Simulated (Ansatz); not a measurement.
# BCl3 (SMILES ClB(Cl)Cl): PBE0/STO-3G

What is the electronic atomisation energy of BCl3 at PBE0/STO-3G? 

The results are computed with Ansatz 0.2.0.

37 further runs of the same task are left out: 4 that didn't finish, 33 set aside as unsound or not needed.

## 1. Starting point

The species is BCl3 (4 atoms), meant as a singlet with charge 0. SMILES: `ClB(Cl)Cl`. Geometry: relaxed at PBE0-D4/def2-TZVP.

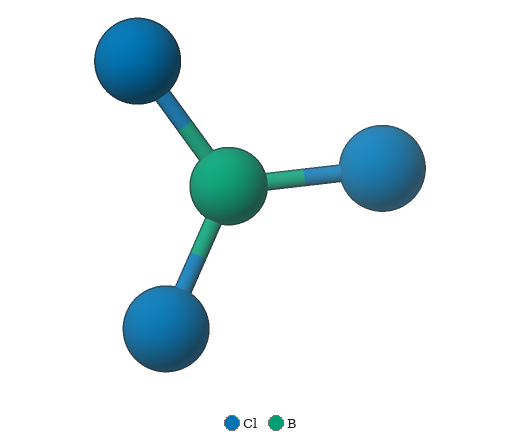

The structure, seen from a chosen angle (chlorine blue, boron teal).

## 2. The energy at PBE0/STO-3G

molecule.yaml reads:

```yaml
crystal:
  periodic: [false, false, false]
  atoms:
    - {symbol: Cl, position_ang: [-0.257920, 0.516440, 1.638340]}
    - {symbol: B, position_ang: [-0.000000, 0.000000, -0.000010]}
    - {symbol: Cl, position_ang: [0.942010, -1.423060, -0.324000]}
    - {symbol: Cl, position_ang: [-0.684100, 0.906610, -1.314320]}
basis:
  gaussian:
    orbitals: STO-3G
hamiltonian:
  xc: pbe0
accuracy: high
```

Launch:

```
$ ansatz run molecule.yaml --threads 1 --pin off --max-ram 3480MiB --events-out events.jsonl --progress --plain --runs-dir runs
```

The log of the run:

```text
Warning: RAYON_NUM_THREADS=1 ignored (pool sized by the plan → 1); use --threads N
Functional definition: PBE0
  name "PBE0"
  parameter a = 0.25
  parameter kappa = 0.804
  parameter beta = 0.06672455060314922
  exchange = (1 - a)*pbe_x(kappa = kappa, mu = beta*pi^2/3) + a*exact_x
  correlation = pbe_c(beta = beta)
603 factors; integrals over basis functions are off by at most 2.2e-8 eV
mean field evaluation 1: about -37815.1260 eV, gradient 2.8e1 eV
mean field evaluation 2: about -37812.8872 eV, gradient 4.2e1 eV
mean field evaluation 4: about -37818.3599 eV, gradient 1.7e-2 eV
mean field evaluation 8: about -37818.3635 eV, gradient 2.7e-4 eV
mean field -37818.36345113 eV, -1389.7992226215 hartree, gradient 2.5e-8 eV, S^2 0.000000; 0 other end points of the search recorded, 0 dependent functions left out
reference -37818.36345237 eV, -1389.7992226670 hartree; 28, 28 occupied and 4, 4 virtual orbitals, 603 factors
Total energy: -37818.36345237 eV, -1389.7992226670 hartree
```

Run time: 1.5 s. Hardware: 1 thread of Arm Neoverse V2, shared host; peak memory 0.11 GiB.

## 3. The B atom

input.yaml reads:

```yaml
basis:
  gaussian:
    orbitals: STO-3G
crystal:
  periodic: [false, false, false]
  atoms:
    - {symbol: B, position_ang: [0.000000, 0.000000, 0.000000]}
total_charge: 0
magnetization:
  spin_polarized: true
  initial_magnetization: 1
hamiltonian:
  xc: pbe0
accuracy: high
```

Run the same way, it converges to -24.23604 Eh (log not shown).

## 4. The Cl atom

in.yaml reads:

```yaml
crystal:
  periodic: [false, false, false]
  atoms:
    - symbol: Cl
      position_ang: [0.000000, 0.000000, 0.000000]
basis:
  gaussian: {orbitals: STO-3G}
magnetization: {spin_polarized: true, initial_magnetization: 1}
accuracy: high
hamiltonian: {xc: {name: PBE0}}
```

Launch:

```
$ ansatz run in.yaml --threads 1 --pin off --max-ram 3480MiB --events-out events.jsonl --progress --plain --runs-dir runs
```

The log of the run, cut to the lines that bear on the results:

```text
Warning: RAYON_NUM_THREADS=1 ignored (pool sized by the plan → 1); use --threads N
[... 7 set-up lines as earlier in the session ...]
42 factors; integrals over basis functions are off by at most 4.6e-9 eV
mean field evaluation 1: about -12380.8808 eV, gradient 2.2e-1 eV
mean field evaluation 2: about -12380.8809 eV, gradient 4.0e-3 eV
mean field evaluation 4: about -12380.8821 eV, gradient 3.9e-8 eV
mean field -12380.88213505 eV, -454.9890263996 hartree, gradient 1.7e-8 eV, S^2 0.750000; 0 other end points of the search recorded, 0 dependent functions left out
reference -12380.88213576 eV, -454.9890264257 hartree; 9, 8 occupied and 0, 1 virtual orbitals, 42 factors
Total energy: -12380.88213576 eV, -454.9890264257 hartree
```

It took 0.26 s on 1 thread of Arm Neoverse V2, shared host.

## 5. What came out

Level: PBE0/STO-3G.

| quantity | value |
| --- | --- |
| molecule: total energy | -1389.79922 Eh |
| B atom: total energy | -24.23604 Eh |
| B atom: ⟨S²⟩ | 0.750 |
| Cl atom: total energy | -454.98903 Eh |
| Cl atom: ⟨S²⟩ | 0.750 |
| electronic atomisation energy | 16.221 eV |

In words: Taking the molecule apart into free atoms costs 16.22 eV (374 kcal/mol), before zero-point energy and without spin-orbit coupling. In a minimal basis such a difference can be off by several eV, whatever the method.
